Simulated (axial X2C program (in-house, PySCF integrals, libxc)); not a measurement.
**AgSi⁺: from the state search to constants**

Aim: find the lowest determinant of AgSi⁺, scan the bond at several levels and fit the constants, once spin-free and once with spin–orbit coupling.

Method: all-electron X2C, Ag dyall-cv3z, Si dyall-v3z; program: an in-house X2C program for linear molecules on PySCF integrals.

All values are calculated.

### Step 1. Input

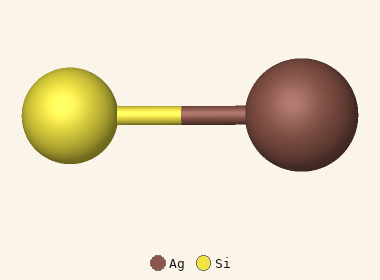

The two atoms at 2.440 Å (silver brown, silicon yellow).

The input, task.json:

```json
{"zs": [47, 14], "q": 1, "bas": ["dyall-cv3z", "dyall-v3z"], "levels": ["PBE0", "HF", "BP86"], "cc": true, "r0": 2.44, "thr": -2.0, "nmax": 90, "npts": 10, "nst": 2, "ntry": 6}
```

Keys: zs atomic numbers; q charge; bas basis sets; levels methods (HF also brings MP2); cc coupled cluster on or off; r0 starting distance in Å; thr threshold in hartree for freezing inner shells (an s shell follows its p shell); nmax most natural virtual spinors; npts points asked for on the curve; nst determinants followed; ntry starts of the search.

The run is started by

```sh
$ python so2c.py task.json out
```

Spin-free means the one-electron spin-free X2C Hamiltonian; two-component (2c) means X2C with spin–orbit coupling and atomic mean-field two-electron Coulomb and Gaunt terms. Basis: Ag dyall-cv3z contracted to [12s12p8d5f3g], Si dyall-v3z contracted to [8s7p2d1f]; Gaussian nuclei, density fitting. Masses: Ag 106.905 u, Si 27.977 u.

Notation: σ, π±, δ± give the projection m of an orbital's angular momentum (0, ±1, ±2), α and β its spin, Λ and M_S the sums; ω is the projection of a spinor's total angular momentum and Ω the sum. Logs are in hartree.

The results follow Hamiltonian by Hamiltonian and level by level.

### Step 2. Which state to follow

Determinants are compared with PBE0 at 2.440 Å.

Spin-free determinants:

| ΔE (eV) | state | open shells |
| --- | --- | --- |
| 0.00 | M_S = 0, Λ = 0 | closed shell |
| 0.38 | M_S = 1, Λ = 1 | beyond closed shells: σα, π+α |
| 0.62 | M_S = 0, Λ = 1 | beyond closed shells: σα, π+β |
| 1.83 | M_S = 1, Λ = 0 | beyond closed shells: π+α, π-α |
| 2.75 | M_S = 0, Λ = 0 | beyond closed shells: π+β, π-α |
| 2.75 | M_S = 0, Λ = 2 | beyond closed shells: π+α, π+β |
| 3.10 | M_S = 1, Λ = 0 | beyond closed shells: 2 × σα |

Two-component determinants:

```json
{"ΔE (eV)": "0.00", "state": "Ω = 0", "open shells": "closed shell"}
{"ΔE (eV)": "0.40", "state": "Ω = 2", "open shells": "excess of +ω over −ω: ω = 1/2, ω = 3/2"}
{"ΔE (eV)": "0.60", "state": "Ω = 1", "open shells": "excess of +ω over −ω: 2 × ω = 1/2"}
{"ΔE (eV)": "0.64", "state": "Ω = 1", "open shells": "excess of +ω over −ω: ω = -1/2, ω = 3/2"}
{"ΔE (eV)": "2.80", "state": "Ω = 0", "open shells": "closed shell"}
{"ΔE (eV)": "4.84", "state": "Ω = 2", "open shells": "excess of +ω over −ω: ω = -1/2, ω = 5/2"}
{"ΔE (eV)": "4.84", "state": "Ω = 3", "open shells": "excess of +ω over −ω: ω = 1/2, ω = 5/2"}
```

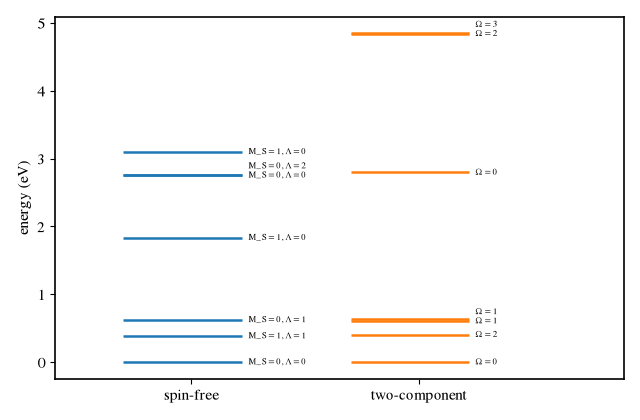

The determinants found, each set from its own lowest.

### Step 3. PBE0, spin-free

State followed: M_S = 0, Λ = 0 (closed shell). The scan is laid around 2.387 Å, a first estimate of the minimum, and this SCF restarts from the orbitals of the search.

The SCF at the reference distance of 2.387 Å:

```text
spin-free X2C-1e  PBE0
basis functions 196  fitting functions 958  grid points 5081
iter        total energy     max residual
   1      -5602.316713222     1.89e+01
   2      -5603.458354877     1.45e+01
   3      -5604.514822418     2.78e-01
   4      -5604.766831090     1.07e+00
   5      -5604.782613052     4.36e-01
   6      -5604.792922452     2.90e-01
   7      -5604.796493942     3.83e-02
   8      -5604.796943985     3.14e-02
   9      -5604.796998146     1.25e-02
  10      -5604.797011930     4.01e-03
  11      -5604.797014114     1.57e-03
  12      -5604.797014589     6.51e-04
  13      -5604.797014646     1.41e-04
  14      -5604.797014654     4.15e-05
  15      -5604.797014655     2.21e-05
  16      -5604.797014655     9.88e-06
converged
one-electron -8008.01087924  Coulomb 2428.24852460  exact exchange -42.04910127  xc functional -128.85845560  nuclear repulsion 145.87289685
```

Along the bond, energies from the lowest point:

```csv
R (Å),E (eV),μ (D),HOMO (eV),LUMO (eV),iterations
2.077,0.5106,2.14,-12.04,-9.22,35
2.172,0.2064,2.42,-12.00,-9.20,27
2.244,0.0795,2.65,-11.96,-9.19,26
2.315,0.0160,2.88,-11.92,-9.18,24
2.387,0.0000,3.11,-11.86,-9.17,16
2.470,0.0253,3.36,-11.80,-9.16,21
2.554,0.0837,3.61,-11.72,-9.14,17
2.662,0.1905,3.89,-11.61,-9.11,17
2.793,0.3484,4.18,-11.47,-9.07,15
2.984,0.5987,4.51,-11.25,-8.98,14
```

Dipoles are positive if Si is the positive end and refer to the centre of mass.

Outer orbitals at the reference distance:

| symmetry | occupied | ε (eV) | atomic character |
| --- | --- | --- | --- |
| σα | yes | -19.32 | 62% Si s, 19% Ag d, 9% Ag p |
| π-α | yes | -15.92 | 96% Ag d, 2% Si p |
| π+α | yes | -15.92 | 96% Ag d, 2% Si p |
| σα | yes | -15.77 | 78% Ag d, 13% Si s, 6% Si p |
| δ-α | yes | -15.61 | 100% Ag d |
| δ+α | yes | -15.61 | 100% Ag d |
| σα | yes | -11.86 | 62% Si p, 27% Ag s, 5% Ag d |
| π-α | no | -9.17 | 84% Si p, 8% Ag p, 6% Ag d |
| π+α | no | -9.17 | 84% Si p, 8% Ag p, 6% Ag d |
| σα | no | -6.90 | 45% Ag s, 32% Ag p, 15% Si p |
| π-α | no | -4.33 | 80% Ag p, 12% Si d, 7% Si p |

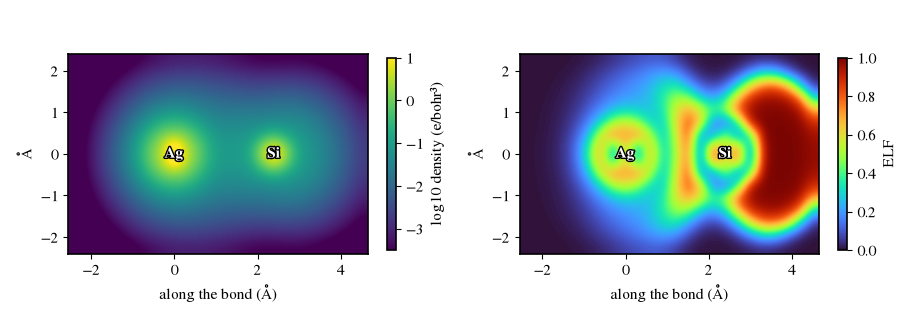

PBE0 fields in a plane through the axis, from a grid of 0.3 Å; Ag lies at z = 0 and Si at z = 2.387 Å; the ELF is damped to zero where the density is low.

Re = 2.380 Å, ωe = 293.7 cm⁻¹, ωexe = 1.44 cm⁻¹, Be = 0.1342 cm⁻¹, De = 2.17 eV, μ = 3.09 D.

### Step 4. HF, spin-free

The SCF at the reference distance of 2.387 Å:

```text
spin-free X2C-1e  HF
basis functions 196  fitting functions 958  grid points 5081
iter        total energy     max residual
   1      -5602.085862872     4.88e-01
   2      -5602.116662541     1.02e-02
   3      -5602.118934635     3.30e-02
   4      -5602.119495692     1.15e-02
   5      -5602.119589624     4.13e-04
   6      -5602.119596072     5.81e-04
   7      -5602.119596564     1.79e-04
   8      -5602.119596617     1.98e-05
   9      -5602.119596623     2.32e-05
  10      -5602.119596624     2.16e-06
converged
one-electron -8008.93071205  Coulomb 2429.31840064  exact exchange -168.38018207  xc functional 0.00000000  nuclear repulsion 145.87289685
```

Re = 2.624 Å, ωe = 213.7 cm⁻¹, ωexe = 0.757 cm⁻¹, Be = 0.1104 cm⁻¹, De = 0.413 eV, μ = 2.31 D.

### Step 5. BP86, spin-free

Output at 2.387 Å:

```text
spin-free X2C-1e  BP86
basis functions 196  fitting functions 958  grid points 5081
iter        total energy     max residual
   1      -5605.926776285     2.16e-01
   2      -5605.930042357     1.73e-02
   3      -5605.932321347     3.17e-02
   4      -5605.932391999     7.95e-03
   5      -5605.933094753     1.26e-02
   6      -5605.933142240     5.47e-03
   7      -5605.933158078     4.99e-04
   8      -5605.933158232     4.79e-04
   9      -5605.933158484     2.94e-05
  10      -5605.933158485     1.55e-05
converged
one-electron -8007.13369789  Coulomb 2427.32133620  exact exchange 0.00000000  xc functional -171.99369365  nuclear repulsion 145.87289685
```

Re = 2.343 Å, ωe = 317 cm⁻¹, ωexe = 1.48 cm⁻¹, Be = 0.1385 cm⁻¹, De = 2.82 eV, μ = 3.54 D.

### Step 6. Correlated methods, spin-free

Correlated methods: 14 electrons correlated (frozen shells, counted by type: Ag 4 s, 3 p, 1 d; Si 2 s, 1 p), 250 virtual spinors in MP2, 88 natural virtuals in coupled cluster.

Output of the correlated part at 2.387 Å:

```text
correlated 14  virtual 250  natural virtual 88  E(MP2) -0.492325579  MP2 remainder -0.038605619
iter   CCSD correlation   residual
   1     -0.425337041   1.65e-01
   2     -0.438929201   6.78e-02
   3     -0.441843207   3.32e-02
   4     -0.441748671   1.24e-02
   5     -0.441896079   5.11e-03
   6     -0.441952732   1.92e-03
   7     -0.441934665   7.59e-04
   8     -0.441933010   2.23e-04
   9     -0.441935316   9.38e-05
  10     -0.441933716   4.38e-05
  11     -0.441933571   1.81e-05
  12     -0.441933283   7.27e-06
  13     -0.441933160   2.97e-06
  14     -0.441933134   1.25e-06
  15     -0.441933110   6.46e-07
  16     -0.441933105   2.92e-07
(T) -0.016749595  T1 0.0272  D1 0.0608  max T2 0.074
```

T1 in the output is the amplitude norm over the root of the electron number; divide by √2 for the Lee–Taylor value.

MP2: Re = 2.339 Å, ωe = 304 cm⁻¹, Be = 0.139 cm⁻¹, De = 2.09 eV.

CCSD: Re = 2.424 Å, ωe = 268.8 cm⁻¹, ωexe = 1.23 cm⁻¹, Be = 0.1294 cm⁻¹, De = 1.95 eV. T1 at Re = 0.019 (Lee–Taylor, the printed value over √2).

CCSD(T): Re = 2.394 Å, ωe = 278.7 cm⁻¹, ωexe = 1.35 cm⁻¹, Be = 0.1326 cm⁻¹, De = 2.02 eV. T1 at Re = 0.019 (Lee–Taylor, the printed value over √2).

### Step 7. A higher determinant, spin-free

State: M_S = 1, Λ = 1 (beyond closed shells: σα, π+α).

Output at the reference distance:

```text
spin-free X2C-1e  PBE0
basis functions 196  fitting functions 958  grid points 5081
iter        total energy     max residual
   1      -5602.469405871     1.88e+01
   2      -5603.554433469     1.38e+01
   3      -5604.536924954     5.98e+00
   4      -5604.733295393     1.17e+00
   5      -5604.757858373     6.25e-01
   6      -5604.776383142     1.95e-01
   7      -5604.779755884     2.40e-01
   8      -5604.781259722     9.07e-02
   9      -5604.781732332     5.94e-02
  10      -5604.781899531     1.53e-02
  11      -5604.781920366     6.42e-03
  12      -5604.781924391     1.04e-03
  13      -5604.781924939     1.15e-03
  14      -5604.781925042     5.18e-04
  15      -5604.781925061     9.49e-05
  16      -5604.781925063     4.31e-05
  17      -5604.781925063     1.26e-05
converged
one-electron -8007.31219121  Coulomb 2427.60330050  exact exchange -42.06592810  xc functional -128.88000310  nuclear repulsion 145.87289685
```

```csv
R (Å),E above the lowest PBE0 point (eV)
2.077,1.006
2.172,0.691
2.244,0.546
2.315,0.458
2.387,0.411
2.470,0.393
2.554,0.404
2.662,0.445
2.793,0.519
```

Re = 2.474 Å, ωe = 219.4 cm⁻¹, ωexe = 1.59 cm⁻¹, Be = 0.1242 cm⁻¹, μ = 1.98 D. Te = 0.39 eV.

### Step 8. The spin-free curves together

Energy (eV) of the followed determinant, spin-free, from each level's lowest point:

```csv
R (Å),PBE0,HF,MP2,CCSD,CCSD(T),BP86
2.077,0.511,1.136,0.386,n/a,n/a,0.428
2.172,0.206,0.672,0.133,0.262,0.214,0.150
2.244,0.079,0.430,0.037,0.119,0.088,0.043
2.315,0.016,0.256,0.000,0.036,0.022,0.000
2.387,0.000,0.137,0.006,0.000,0.000,0.004
2.470,0.025,0.050,0.052,0.002,0.016,0.053
2.554,0.084,0.007,0.129,0.038,0.065,0.133
2.662,0.191,0.000,0.255,0.118,0.159,0.266
2.793,0.348,0.042,0.435,n/a,n/a,0.452
2.984,0.599,0.164,0.718,n/a,n/a,0.732
```

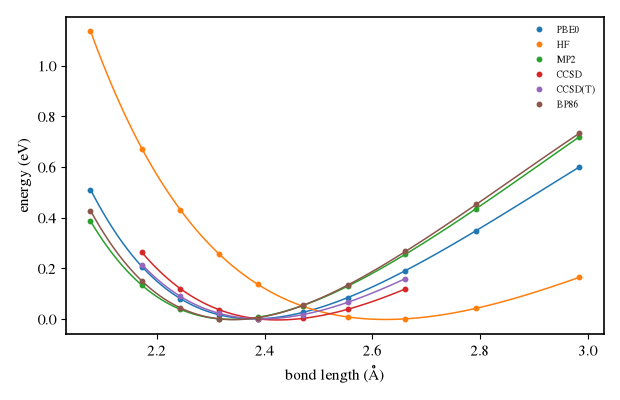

Curves of the followed state, spin-free, each from its own lowest point.

[end of part 1 of 2]
